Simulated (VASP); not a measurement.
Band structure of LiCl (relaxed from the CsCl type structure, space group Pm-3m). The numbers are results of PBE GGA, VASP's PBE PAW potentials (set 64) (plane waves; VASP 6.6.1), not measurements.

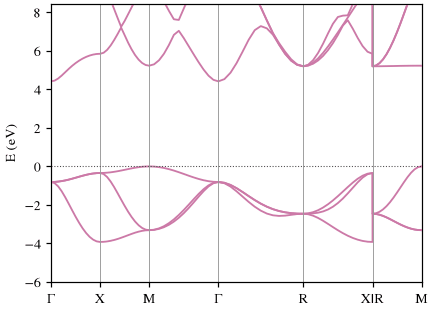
Bands along high-symmetry lines, zero at the valence-band maximum or, without a gap, the Fermi level

Question: Read the plot: is there a gap, and where are the band edges?

Answer: The gap is indirect, 4.42 eV, from the valence maximum at M to the conduction minimum at Γ. (Edges off the drawn lines would not show.)

The structure was generated: LiCl was put into the CsCl type type (Pm-3m), which need not be its known phase. It was relaxed first, which changed the volume by +32 %.
